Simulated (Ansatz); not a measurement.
**CH5BN (SMILES B[N]C) at UHF/def2-SVPD**

Aim: the vertical doublet–quartet gap of CH5BN at UHF/def2-SVPD, from 2 runs. 

Program for the calculation: Ansatz 0.2.0.

61 further runs of the same task are left out: 61 set aside as unsound or not needed.

## Step 1: The system as given

CH5BN: 8 atoms, total charge 0, spin state doublet. SMILES: `B[N]C`. Geometry: relaxed at PBE0-D4/def2-TZVP.

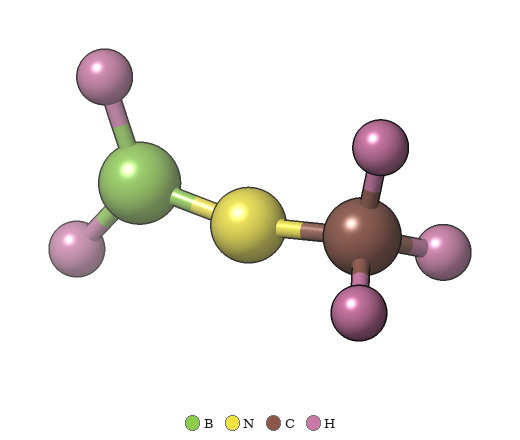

The structure, seen from a chosen angle (boron green, nitrogen yellow, carbon brown, hydrogen pink).

## Step 2: The energy at UHF/def2-SVPD

job.yaml

```yaml
crystal:
  periodic: [false, false, false]
  atoms:
    - symbol: B
      position_ang: [-0.373900, 1.096100, -0.965000]
    - symbol: N
      position_ang: [0.058500, 0.275600, -0.008700]
    - symbol: C
      position_ang: [0.339600, -0.835900, 0.776800]
    - symbol: H
      position_ang: [-1.007800, 0.632300, -1.885400]
    - symbol: H
      position_ang: [-0.143000, 2.276400, -0.921600]
    - symbol: H
      position_ang: [-0.096400, -0.755000, 1.778600]
    - symbol: H
      position_ang: [1.416200, -1.018200, 0.865300]
    - symbol: H
      position_ang: [-0.101000, -1.728600, 0.304400]
basis:
  gaussian:
    orbitals: def2-SVPD
magnetization:
  spin_polarized: true
  initial_magnetization: 1
hamiltonian:
  xc: hf
accuracy: high
output: {orbitals: {seedname: orbitals}}
```

Run with:

```bash
$ ansatz run job.yaml --threads 1 --pin off --max-ram 3480MiB --events-out events.jsonl --progress --plain --runs-dir runs
```

Standard output:

```text
Warning: RAYON_NUM_THREADS=1 ignored (pool sized by the plan → 1); use --threads N
Functional definition: HF
  name "HF"
  exchange = exact_x
  correlation = 0
2079 factors; integrals over basis functions are off by at most 3.1e-9 eV
mean field evaluation 1: about -3256.9865 eV, gradient 1.8e1 eV
mean field evaluation 2: about -3257.0445 eV, gradient 1.8e1 eV
mean field evaluation 4: about -3259.5926 eV, gradient 3.4e0 eV
mean field evaluation 8: about -3259.7993 eV, gradient 2.5e-1 eV
mean field evaluation 16: about -3259.8016 eV, gradient 2.8e-8 eV
mean field -3259.80158596 eV, -119.7954987112 hartree, gradient 2.8e-8 eV, S^2 0.779602; 0 other end points of the search recorded, 0 dependent functions left out
reference -3259.80158596 eV, -119.7954987112 hartree; 12, 11 occupied and 88, 89 virtual orbitals, 2079 factors
Total energy: -3259.80158596 eV, -119.7954987112 hartree
```

It took 6 s on 1 thread of Arm Neoverse N1, shared host; peak memory 0.29 GiB.

## Step 3: The quartet

job.yaml

```yaml
crystal:
  periodic: [false, false, false]
  atoms:
    - {symbol: B, position_ang: [-0.373900, 1.096100, -0.965000]}
    - {symbol: N, position_ang: [0.058500, 0.275600, -0.008700]}
    - {symbol: C, position_ang: [0.339600, -0.835900, 0.776800]}
    - {symbol: H, position_ang: [-1.007800, 0.632300, -1.885400]}
    - {symbol: H, position_ang: [-0.143000, 2.276400, -0.921600]}
    - {symbol: H, position_ang: [-0.096400, -0.755000, 1.778600]}
    - {symbol: H, position_ang: [1.416200, -1.018200, 0.865300]}
    - {symbol: H, position_ang: [-0.101000, -1.728600, 0.304400]}
basis:
  gaussian:
    orbitals: def2-SVPD
magnetization:
  spin_polarized: true
  initial_magnetization: 3
output: {orbitals: {seedname: orbitals}}
accuracy: high
hamiltonian:
  xc: hf
```

Run with:

```bash
$ ansatz run job.yaml --threads 1 --pin off --max-ram 3480MiB --events-out events.jsonl --progress --plain --runs-dir runs
```

Standard output:

```text
Warning: RAYON_NUM_THREADS=1 ignored (pool sized by the plan → 1); use --threads N
[... 4 set-up lines as earlier in the session ...]
2079 factors; integrals over basis functions are off by at most 3.1e-9 eV
mean field evaluation 1: about -3251.7101 eV, gradient 1.7e1 eV
mean field evaluation 2: about -3251.7718 eV, gradient 1.7e1 eV
mean field evaluation 4: about -3254.6689 eV, gradient 3.2e0 eV
mean field evaluation 8: about -3254.8640 eV, gradient 3.2e-1 eV
mean field evaluation 16: about -3254.8677 eV, gradient 1.5e-8 eV
mean field -3254.86771990 eV, -119.6141824776 hartree, gradient 1.7e-8 eV, S^2 3.785643; 0 other end points of the search recorded, 0 dependent functions left out
reference -3254.86771990 eV, -119.6141824776 hartree; 13, 10 occupied and 87, 90 virtual orbitals, 2079 factors
Total energy: -3254.86771990 eV, -119.6141824776 hartree
```

It took 6.6 s on 1 thread of Arm Neoverse N1, shared host; peak memory 0.29 GiB.

## Step 4: Results

At UHF/def2-SVPD:

| quantity | value |
| --- | --- |
| doublet: total energy | -119.79550 Eh |
| doublet: HOMO energy (highest over α and β) | -10.67 eV |
| doublet: LUMO energy (lowest over α and β) | 2.09 eV |
| doublet: ⟨S²⟩ | 0.780 |
| quartet: total energy | -119.61418 Eh |
| quartet: HOMO energy (highest over α and β) | -4.84 eV |
| quartet: LUMO energy (lowest over α and β) | 0.23 eV |
| quartet: ⟨S²⟩ | 3.786 |
| vertical energy of the quartet above the doublet | 4.934 eV |

What this shows: At this shape the quartet lies 4.93 eV (114 kcal/mol) above the doublet.
